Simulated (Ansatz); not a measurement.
# CHAlP (quartet): correlated methods under varied settings at a displaced geometry (v2)

Aim: run CHAlP (quartet) at one geometry under a spread of methods and options, and see what each costs and gives.

Program: Ansatz 0.2.0, Gaussian basis. Level of theory: the settings change from run to run. These are calculated values, not measurements.

25 further runs of the same task are left out: 8 that didn't finish, 17 set aside as unsound or not needed.

### 1 The system

The geometry is a PBE0/def2-TZVP stationary point (not a proven minimum) with its atoms shifted at random (size 0.100 Å).

4 atoms, charge 0, spin multiplicity 4.

Atoms are counted from 1 here; the program's logs count them from 0.

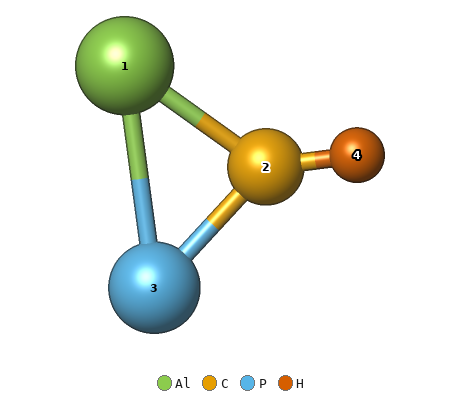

The geometry (aluminium green, carbon amber, phosphorus blue, hydrogen orange); atoms are numbered from 1 in the order of the file.

### 2 MP2 on ROHF/cc-pVDZ

Contents of in.yaml:

```yaml
crystal:
  periodic: [false, false, false]
  atoms:
    - {symbol: Al, position_ang: [0.066489, -0.243158, 1.293076]}
    - {symbol: C, position_ang: [-0.098385, 1.094719, -0.012055]}
    - {symbol: P, position_ang: [-0.021765, -0.280666, -1.120969]}
    - {symbol: H, position_ang: [0.061344, 2.089117, -0.023581]}
basis:
  gaussian: {orbitals: cc-pVDZ}
magnetization: {spin_polarized: false, initial_magnetization: 3}
correlation: {method: mp2, electrons: outside_noble_gas}
```

On the command line:

```
ansatz run in.yaml --threads 1 --pin off --events-out ev --progress --plain --max-ram 2393MiB
```

The log of the run:

```text
Functional definition: HF
  name "HF"
  cite "Fock, Z. Phys. 61, 126 (1930) doi:10.1007/BF01340294"
  parent pbe
  exchange = exact_x
  correlation = 0
549 factors; integrals over basis functions are off by at most 1.4e-3 eV
mean field evaluation 1: about -16895.0332 eV, gradient 2.2e1 eV
mean field evaluation 2: about -16895.0890 eV, gradient 2.2e1 eV
mean field evaluation 4: about -16897.1618 eV, gradient 3.4e0 eV
mean field evaluation 8: about -16897.2722 eV, gradient 8.0e-1 eV
mean field evaluation 16: about -16897.3044 eV, gradient 2.6e-6 eV
mean field evaluation 32: about -16896.9947 eV, gradient 1.9e0 eV
mean field evaluation 64: about -16894.3487 eV, gradient 1.9e1 eV
mean field -16897.30443399 eV, -620.9644845448 hartree, gradient 3.5e-6 eV, S^2 3.750000; 9 other end points of the search recorded, 0 dependent functions left out
mean field evaluation 96: about -16897.4845 eV, gradient 2.5e0 eV
mean field evaluation 128: about -16897.0423 eV, gradient 1.3e0 eV
mean field evaluation 160: about -16896.5441 eV, gradient 1.3e0 eV
11 core orbitals not correlated: weight in the atoms' cores, before any rotation towards them, 1.000 or more for the frozen orbitals, at most 0.000 for the correlated occupied ones
reference -16897.30443399 eV, -620.9644845448 hartree; 8, 5 occupied and 36, 39 virtual orbitals, 549 factors
second order -7.57836614 eV of doubles, -0.13915575 eV of singles
Total energy: -16905.02195588 eV, -621.2480982430 hartree
```

Wall time 11 s (1 thread of Intel Xeon at 2.50GHz, shared host).

### 3 CCSD(T) on ROHF/cc-pVDZ

in.yaml: that of step 2 with these lines changed.

```diff
@@ -10,2 +10,3 @@
 magnetization: {spin_polarized: false, initial_magnetization: 3}
-correlation: {method: mp2, electrons: outside_noble_gas}
+correlation: {method: ccsd_t, electrons: outside_noble_gas}
+scf: {lower_state_search: off}
```

Launched as before.

The log of the run (excerpt; [...] marks lines left out):

```text
Functional definition: HF
  name "HF"
  cite "Fock, Z. Phys. 61, 126 (1930) doi:10.1007/BF01340294"
  parent pbe
[...]
549 factors; integrals over basis functions are off by at most 1.4e-3 eV
[...]
mean field -16897.30443399 eV, -620.9644845448 hartree, gradient 3.5e-6 eV, S^2 3.750000; 0 other end points of the search recorded, 0 dependent functions left out
11 core orbitals not correlated: weight in the atoms' cores, before any rotation towards them, 1.000 or more for the frozen orbitals, at most 0.000 for the correlated occupied ones
reference -16897.30443399 eV, -620.9644845448 hartree; 8, 5 occupied and 36, 39 virtual orbitals, 549 factors
second order -7.57836614 eV of doubles, -0.13915575 eV of singles
cycle   1  -7.89967162 eV  change   -1.8e-1 eV  update   1.0e-1
[...]
cycle  16  -8.30307883 eV  change   -1.8e-6 eV  update   1.6e-5
perturbative correction -0.45061024 eV, -0.0165596208 hartree
Total energy: -16906.05812305 eV, -621.2861766845 hartree
Checks for a lower state left out: stability, starts, cluster_reference, orbital_swaps, neighbouring_geometries, increment
```

Wall time 4.6 s (1 thread of Intel Xeon at 2.50GHz, shared host).

From the report: correlation -8.7537 eV; T1 0.036; largest double amplitude 0.05.

### 4 NEVPT4(SD)(3,4)/6-31G

in.yaml: that of step 3 with these lines changed.

```diff
@@ -8,5 +8,4 @@
 basis:
-  gaussian: {orbitals: cc-pVDZ}
+  gaussian: {orbitals: 6-31G}
 magnetization: {spin_polarized: false, initial_magnetization: 3}
-correlation: {method: ccsd_t, electrons: outside_noble_gas}
-scf: {lower_state_search: off}
+correlation: {method: fic_nevpt4_sd, electrons: outside_noble_gas, active_space: {window: {electrons: 3, orbitals: 4}}}
```

Launched as before.

The log of the run (excerpt; [...] marks lines left out):

```text
Functional definition: HF
  name "HF"
  cite "Fock, Z. Phys. 61, 126 (1930) doi:10.1007/BF01340294"
  parent pbe
[...]
437 factors; integrals over basis functions are off by at most 2.3e-4 eV
[...]
mean field -16894.81181119 eV, -620.8728823466 hartree, gradient 2.4e-6 eV, S^2 3.750000; 9 other end points of the search recorded, 0 dependent functions left out
reference -16894.81181119 eV, -620.8728823466 hartree; 19, 16 occupied and 18, 21 virtual orbitals, 437 factors
state -16894.81181119 eV, -620.8728823466 hartree
state -16894.81181119 eV, -620.8728823466 hartree; corrected -16899.88742481 eV, -621.0594077067 hartree
WARN: 1 active orbitals are nearly empty or full. The corrections depend on them more than the energy does, and are more stable in an active space without them
Total energy: -16899.88742481 eV, -621.0594077067 hartree
```

Wall time 6 s (1 thread of Intel Xeon at 2.50GHz, shared host).

From the report: 4 determinants; active occupations 1.00, 1.00, 1.00, 0.00. The report marks this result as in doubt.

### 5 NEVPT2(3,4)/6-31G

in.yaml: that of step 4 with these lines changed.

```diff
@@ -8,4 +8,4 @@
 basis:
-  gaussian: {orbitals: 6-31G}
+  gaussian: {orbitals: 6-31G, fitting: {mean_field: def2-universal-jkfit}}
 magnetization: {spin_polarized: false, initial_magnetization: 3}
-correlation: {method: fic_nevpt4_sd, electrons: outside_noble_gas, active_space: {window: {electrons: 3, orbitals: 4}}}
+correlation: {method: sc_nevpt2, electrons: all, active_space: {window: {electrons: 3, orbitals: 4}}}
```

Launched as before.

The log of the run (excerpt; [...] marks lines left out):

```text
Functional definition: HF
  name "HF"
  cite "Fock, Z. Phys. 61, 126 (1930) doi:10.1007/BF01340294"
  parent pbe
[...]
349 factors; integrals over basis functions are off by at most 2.7e-2 eV
[...]
mean field -16894.81057608 eV, -620.8728369572 hartree, gradient 2.3e-6 eV, S^2 3.750000; 9 other end points of the search recorded, 0 dependent functions left out
reference -16894.81057608 eV, -620.8728369572 hartree; 19, 16 occupied and 18, 21 virtual orbitals, 349 factors
state -16894.81057608 eV, -620.8728369572 hartree
state -16894.81057608 eV, -620.8728369572 hartree; corrected -16899.63185127 eV, -621.0500155523 hartree
WARN: 1 active orbitals are nearly empty or full. The corrections depend on them more than the energy does, and are more stable in an active space without them
Total energy: -16899.63185127 eV, -621.0500155523 hartree
```

Run time: 5.5 s. Hardware: 1 thread of Intel Xeon at 2.50GHz, shared host.

From the report: 4 determinants; active occupations 1.00, 1.00, 1.00, 0.00. The report marks this result as in doubt.

### 6 NEVPT2(5,7)/6-31G

Contents of in.yaml:

```yaml
crystal:
  periodic: [false, false, false]
  atoms:
    - {symbol: Al, position_ang: [0.066489, -0.243158, 1.293076]}
    - {symbol: C, position_ang: [-0.098385, 1.094719, -0.012055]}
    - {symbol: P, position_ang: [-0.021765, -0.280666, -1.120969]}
    - {symbol: H, position_ang: [0.061344, 2.089117, -0.023581]}
basis:
  gaussian: {orbitals: 6-31G}
magnetization: {spin_polarized: false, initial_magnetization: 3}
correlation: {method: sc_nevpt2, electrons: valence, active_space: {window: {electrons: 5, orbitals: 7}, states: [{multiplicity: 4, weights: [1, 1, 1]}]}}
scf: {lower_state_search: light}
```

Launched as before.

The log of the run (excerpt; [...] marks lines left out):

```text
Functional definition: HF
  name "HF"
  cite "Fock, Z. Phys. 61, 126 (1930) doi:10.1007/BF01340294"
  parent pbe
[...]
795 factors; integrals over basis functions are off by at most 1.4e-7 eV
[...]
mean field -16894.81204111 eV, -620.8728907959 hartree, gradient 2.5e-6 eV, S^2 3.750000; 9 other end points of the search recorded, 0 dependent functions left out
reference -16894.81204111 eV, -620.8728907959 hartree; 19, 16 occupied and 18, 21 virtual orbitals, 795 factors
state -16895.56389834 eV, -620.9005210393 hartree
state -16894.82546713 eV, -620.8733841930 hartree
state -16894.59057213 eV, -620.8647519610 hartree
state -16895.56389834 eV, -620.9005210393 hartree; corrected -16899.42271332 eV, -621.0423298743 hartree
state -16894.82546713 eV, -620.8733841930 hartree; corrected -16898.06563525 eV, -620.9924581750 hartree
state -16894.59057213 eV, -620.8647519610 hartree; corrected -16898.34735822 eV, -621.0028113034 hartree
Total energy: -16898.61190226 eV, -621.0125331176 hartree
```

Run time: 10 s. Hardware: 1 thread of Intel Xeon at 2.50GHz, shared host.

From the report: 245 determinants; active occupations (of the averaged states) 1.55, 1.29, 0.99, 0.74, 0.39, 0.03, 0.01.

### 7 MRCISD+Q(relaxed)(3,7)/STO-3G

Contents of in.yaml:

```yaml
crystal:
  periodic: [false, false, false]
  atoms:
    - {symbol: Al, position_ang: [0.066489, -0.243158, 1.293076]}
    - {symbol: C, position_ang: [-0.098385, 1.094719, -0.012055]}
    - {symbol: P, position_ang: [-0.021765, -0.280666, -1.120969]}
    - {symbol: H, position_ang: [0.061344, 2.089117, -0.023581]}
basis:
  gaussian: {orbitals: STO-3G, fitting: {mean_field: def2-universal-jkfit}}
magnetization: {spin_polarized: false, initial_magnetization: 3}
correlation: {method: fic_mrcisd_q_relaxed, electrons: outside_noble_gas, active_space: {window: {electrons: 3, orbitals: 7}, states: [{multiplicity: 4, weights: [1, 1]}], root: 1}}
```

The command is unchanged.

The log of the run (excerpt; [...] marks lines left out):

```text
Functional definition: HF
  name "HF"
  cite "Fock, Z. Phys. 61, 126 (1930) doi:10.1007/BF01340294"
  parent pbe
[...]
349 factors; integrals over basis functions are off by at most 8.1e-3 eV
[...]
mean field -16699.82772905 eV, -613.7073494930 hartree, gradient 9.1e-7 eV, S^2 3.750000; 6 other end points of the search recorded, 0 dependent functions left out
reference -16699.82772905 eV, -613.7073494930 hartree; 19, 16 occupied and 5, 8 virtual orbitals, 349 factors
state -16699.10448824 eV, -613.6807708832 hartree
state -16696.54987657 eV, -613.5868906361 hartree
contracted CI cycle   1: correlation 0.00000000 eV, 0.0000000000 hartree, residual 1.20e1 eV
contracted CI cycle   2: correlation -3.46629740 eV, -0.1273840798 hartree, residual 3.19e0 eV
contracted CI cycle   3: correlation -3.76053302 eV, -0.1381970395 hartree, residual 1.22e0 eV
[...]
contracted CI cycle  81: correlation -4.31258765 eV, -0.1584846731 hartree, residual 3.12e-4 eV
contracted CI cycle  82: correlation -4.31258765 eV, -0.1584846729 hartree, residual 1.74e-4 eV
contracted CI cycle  83: correlation -4.31258765 eV, -0.1584846730 hartree, residual 6.69e-5 eV
contracted CI cycle  84: correlation -4.31258765 eV, -0.1584846730 hartree, residual 2.93e-5 eV
contracted CI cycle  85: correlation -4.31258765 eV, -0.1584846730 hartree, residual 2.41e-5 eV
contracted CI cycle  86: correlation -4.31258765 eV, -0.1584846730 hartree, residual 2.25e-5 eV
contracted CI cycle  87: correlation -4.31258765 eV, -0.1584846730 hartree, residual 1.50e-4 eV
contracted CI cycle  88: correlation -4.31258765 eV, -0.1584846730 hartree, residual 3.50e-5 eV
contracted CI cycle  89: correlation -4.31258765 eV, -0.1584846730 hartree, residual 1.54e-5 eV
state -16696.54987657 eV, -613.5868906361 hartree; corrected -16701.78549242 eV, -613.7792959697 hartree
Total energy: -16701.78549242 eV, -613.7792959697 hartree
```

Run time: 11 s. Hardware: 1 thread of Intel Xeon at 2.50GHz, shared host.

From the report: 35 determinants; active occupations (of the averaged states) 0.99, 0.97, 0.51, 0.49, 0.03, 0.01, 0.00.

### 8 CCSD(T) on ROHF/6-31G*

Contents of in.yaml:

```yaml
crystal:
  periodic: [false, false, false]
  atoms:
    - {symbol: Al, position_ang: [0.066489, -0.243158, 1.293076]}
    - {symbol: C, position_ang: [-0.098385, 1.094719, -0.012055]}
    - {symbol: P, position_ang: [-0.021765, -0.280666, -1.120969]}
    - {symbol: H, position_ang: [0.061344, 2.089117, -0.023581]}
basis:
  gaussian: {orbitals: "6-31G*"}
magnetization: {spin_polarized: false, initial_magnetization: 3}
hamiltonian: {pseudopotentials: {relativity: scalar}}
correlation: {method: ccsd_t, electrons: outside_noble_gas}
```

Launched as before.

The log of the run (excerpt; [...] marks lines left out):

```text
Functional definition: HF
  name "HF"
  cite "Fock, Z. Phys. 61, 126 (1930) doi:10.1007/BF01340294"
  parent pbe
[...]
507 factors; integrals over basis functions are off by at most 6.7e-4 eV
[...]
mean field -16927.42498226 eV, -622.0713942772 hartree, gradient 2.6e-6 eV, S^2 3.750000; 10 other end points of the search recorded, 0 dependent functions left out
[...]
determinant -16927.42498226 eV, -622.0713942772 hartree, with singles and doubles -16935.37343160 eV, -622.3634944027 hartree
determinant -16926.81775238 eV, -622.0490789907 hartree, with singles and doubles -16934.20725716 eV, -622.3206382828 hartree
11 core orbitals not correlated: weight in the atoms' cores, before any rotation towards them, 1.000 or more for the frozen orbitals, at most 0.000 for the correlated occupied ones
reference -16927.42498226 eV, -622.0713942772 hartree; 8, 5 occupied and 36, 39 virtual orbitals, 507 factors
second order -7.23127278 eV of doubles, -0.13291391 eV of singles
cycle   1  -7.94743775 eV  change    1.0e-3 eV  update   4.8e-3
[...]
cycle  12  -7.95035991 eV  change   -2.8e-6 eV  update   9.7e-6
perturbative correction -0.44964277 eV, -0.0165240671 hartree
Total energy: -16935.82498494 eV, -622.3800886821 hartree
Relativity: scalar
```

Wall time 17 s (1 thread of Intel Xeon at 2.50GHz, shared host).

From the report: correlation -8.4000 eV; T1 0.039; largest double amplitude 0.06.

### 9 CCSD(T) on ROHF/cc-pVDZ

in.yaml: that of step 8 with these lines changed.

```diff
@@ -8,5 +8,5 @@
 basis:
-  gaussian: {orbitals: "6-31G*"}
+  gaussian: {orbitals: cc-pVDZ}
 magnetization: {spin_polarized: false, initial_magnetization: 3}
-hamiltonian: {pseudopotentials: {relativity: scalar}}
 correlation: {method: ccsd_t, electrons: outside_noble_gas}
+accuracy: high
```

Same command.

The log of the run (excerpt; [...] marks lines left out):

```text
Functional definition: HF
  name "HF"
  cite "Fock, Z. Phys. 61, 126 (1930) doi:10.1007/BF01340294"
  parent pbe
[...]
1200 factors; integrals over basis functions are off by at most 3.2e-9 eV
[...]
mean field -16897.30452749 eV, -620.9644879807 hartree, gradient 4.3e-8 eV, S^2 3.750000; 11 other end points of the search recorded, 0 dependent functions left out
[...]
determinant -16897.30452749 eV, -620.9644879807 hartree, with singles and doubles -16905.60590767 eV, -621.2695580757 hartree
determinant -16896.60282743 eV, -620.9387009793 hartree, with singles and doubles -16904.36949650 eV, -621.2241208030 hartree
determinant -16896.09582709 eV, -620.9200690604 hartree, with singles and doubles -16904.00752298 eV, -621.2108185217 hartree
11 core orbitals not correlated: weight in the atoms' cores, before any rotation towards them, 1.000 or more for the frozen orbitals, at most 0.000 for the correlated occupied ones
reference -16897.30452749 eV, -620.9644879807 hartree; 8, 5 occupied and 36, 39 virtual orbitals, 1200 factors
second order -7.57838519 eV of doubles, -0.13915528 eV of singles
cycle   1  -8.30093037 eV  change    4.5e-4 eV  update   4.1e-3
[...]
cycle  30  -8.30306967 eV  change   2.0e-10 eV  update  8.6e-10
perturbative correction -0.45060792 eV, -0.0165595357 hartree
Total energy: -16906.05820508 eV, -621.2861796989 hartree
```

Wall time 43 s (1 thread of Intel Xeon at 2.50GHz, shared host).

From the report: correlation -8.7537 eV; T1 0.036; largest double amplitude 0.05.

### 10 BCCD/cc-pVDZ

in.yaml: that of step 9 with these lines changed.

```diff
@@ -9,4 +9,6 @@
   gaussian: {orbitals: cc-pVDZ}
-magnetization: {spin_polarized: false, initial_magnetization: 3}
-correlation: {method: ccsd_t, electrons: outside_noble_gas}
+magnetization: {spin_polarized: true, initial_magnetization: 3}
+hamiltonian: {xc: {name: PBE}}
+correlation: {method: bccd, electrons: outside_noble_gas}
 accuracy: high
+output: {forces: true}
```

Launched as before.

The log of the run (excerpt; [...] marks lines left out):

```text
Functional definition: PBE
  name "PBE"
  cite "Perdew, Burke & Ernzerhof, Phys. Rev. Lett. 77, 3865 (1996) doi:10.1103/PhysRevLett.77.3865"
  parent pbe
[...]
1200 factors; integrals over basis functions are off by at most 3.2e-9 eV
[...]
mean field -16925.38023223 eV, -621.9962510997 hartree, gradient 4.9e-8 eV, S^2 3.753849; 8 other end points of the search recorded, 0 dependent functions left out
11 core orbitals not correlated: weight in the atoms' cores, before any rotation towards them, 1.000 or more for the frozen orbitals, at most 0.000 for the correlated occupied ones
reference -16896.84715294 eV, -620.9476797764 hartree; 8, 5 occupied and 36, 39 virtual orbitals, 1200 factors
second order -8.05894551 eV of doubles, -0.35622926 eV of singles
cycle   1  -8.22575759 eV  change    1.8e-1 eV  update   1.0e-1
[...]
cycle  38  -8.58799391 eV  change   2.1e-10 eV  update   1.2e-9
[...]
Total energy: -16905.43514685 eV, -621.2632827314 hartree
Atom 0 at     0.066489    -0.243158     1.293076 Å, force     0.026376    -0.284470     0.735069 eV/Å
Atom 1 at    -0.098385     1.094719    -0.012055 Å, force    -0.607747    -3.602633     0.057382 eV/Å
Atom 2 at    -0.021765    -0.280666    -1.120969 Å, force    -0.019300    -0.175454    -0.653187 eV/Å
Atom 3 at     0.061344     2.089117    -0.023581 Å, force     0.600671     4.062557    -0.139264 eV/Å
Dipole moment:     0.085302    -0.041978     0.447462 e Å
```

Wall time 66 s (1 thread of Intel Xeon at 2.50GHz, shared host); peak memory 0.44 GiB.

From the report: ⟨S²⟩ of the determinant 3.754 (pure quartet: 3.75); correlation -8.5880 eV; largest double amplitude 0.05.

### 11 All runs side by side

Where basis and cores are those of an earlier RCCSDT(Q)/cc-pVDZ run (-16906.1339 eV), and the state is the same kind, the miss against it is given. † marks a result that the program doubts.

| level | correlated | functions | energy (eV) | from RCCSDT(Q) (meV) | time |
| --- | --- | --- | --- | --- | --- |
| MP2 on ROHF/cc-pVDZ | outside noble gas | 55 | -16905.0220 | 1111.9 | 11 s |
| CCSD(T) on ROHF/cc-pVDZ | outside noble gas | 55 | -16906.0581 | 75.7 | 4.6 s |
| NEVPT4(SD)(3,4)/6-31G † | outside noble gas | 37 | -16899.8874 |  | 6 s |
| NEVPT2(3,4)/6-31G † | all | 37 | -16899.6319 |  | 5.5 s |
| NEVPT2(5,7)/6-31G (mean of several states) | valence | 37 | -16898.6119 |  | 10 s |
| MRCISD+Q(relaxed)(3,7)/STO-3G (excited root 1 of an average) | outside noble gas | 24 | -16701.7855 |  | 11 s |
| CCSD(T) on ROHF/6-31G* (relativity set) | outside noble gas | 55 | -16935.8250 |  | 17 s |
| CCSD(T) on ROHF/cc-pVDZ | outside noble gas | 55 | -16906.0582 | 75.7 | 43 s |
| BCCD/cc-pVDZ (on PBE orbitals) | outside noble gas | 55 | -16905.4351 | 698.7 | 66 s |

### 12 Summary of results

| quantity | value |
| --- | --- |
| runs | 9 |
| quickest | CCSD(T) on ROHF/cc-pVDZ, 4.6 s |
| slowest | BCCD/cc-pVDZ (on PBE orbitals), 66 s |

What this shows: Total energies in different bases, with other cores or another treatment of relativity can't be set against each other. BCCD/cc-pVDZ (on PBE orbitals) took 14 times as long as CCSD(T) on ROHF/cc-pVDZ; the jobs differ in more than the method. Among the correlated runs with a miss given, it spans +76 to +1112 meV. Cores frozen from Kohn-Sham orbitals shift the total energy.
